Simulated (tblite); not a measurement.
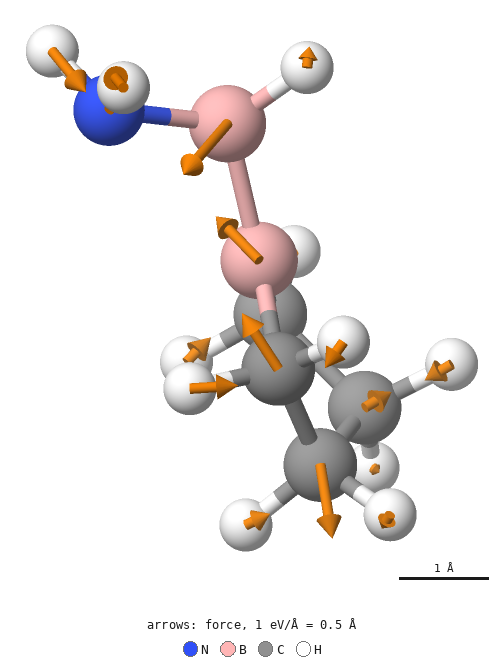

Starting geometry of C$_{4}$H$_{11}$B$_{2}$N with the computed forces as orange arrows. A ball-and-stick model, seen from a free direction.

Computed with tblite, GFN2-xTB geometry optimisation, gas phase. 

Is this structure relaxed? If not, where do the atoms go?

Answer. It isn't relaxed: the largest force vector, on a B atom, is 2.51 eV/Å. The final displacements follow the starting forces only in part (cosine between the two patterns 0.34). The atom that moves furthest after the best rigid fit is an H atom (1.28 Å). Largest moves by element: H 1.28 Å, B 0.34 Å, C 0.30 Å, N 0.28 Å. Near-neighbour distances that change, for instance: B–N 1.548 → 1.388 Å, H–N 1.048 → 1.007 Å, C–H 1.122 → 1.091 Å, C–C 1.509 → 1.536 Å. Bond angles that change, for instance: B–N–H 110.8° → 124.2°, B–N–H 111.6° → 123.8°, B–C–H 106.3° → 116.8°. Groups turn about B–C by about 25°, B–C by about 20°. Over 96 geometry steps the energy falls by 161.4 kJ/mol. Cost: 0.94 s on 1 thread of Arm Neoverse N1 (shared host).
